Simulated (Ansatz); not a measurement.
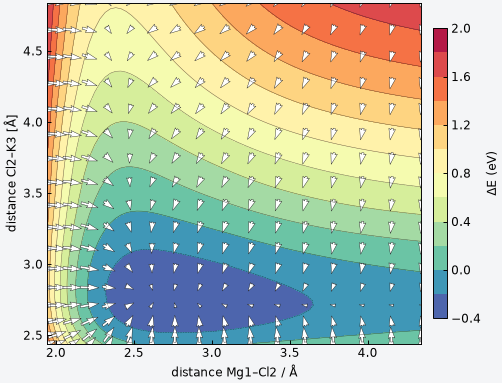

Energy landscape of the system Mg + ClK. First axis: distance Mg1–Cl2. Second axis: distance Cl2–K3. Nothing is relaxed (the angle Mg1–Cl2–K3 is fixed at 180 degrees). The grid has 17 × 17 points. Points are written as (first, second). Energies: eV, counted from Mg far from the relaxed ClK (each part in its own basis). The calculation used RKS PBE0-D4/def2-SVPD (Ansatz).

In the figure: filled contours, arrows along the force (downhill), their lengths compressed. Between grid points the surface is interpolated. 

Where are the wells?

Answer. The lowest grid point is at (2.763 Å, 2.712 Å), −0.36 eV from Mg far from the relaxed ClK (each part in its own basis). No other kind of well shows on this grid. The highest grid point, (1.944 Å, 4.840 Å), lies 2.19 eV above the lowest. Round the minimum the valley is somewhat tilted: raising distance Mg1–Cl2 shifts the best value of distance Cl2–K3 downwards (coupling k₁₂/√(k₁₁k₂₂) about 0.2).

Each point was launched as `ansatz run input.yaml --threads 1 --pin off --max-ram 2560MiB --backend cpu --events-out ev --progress --plain --runs-dir out`. Time for the 289 points that were run: 22 min on 1 thread of Arm Neoverse V2 (shared host).
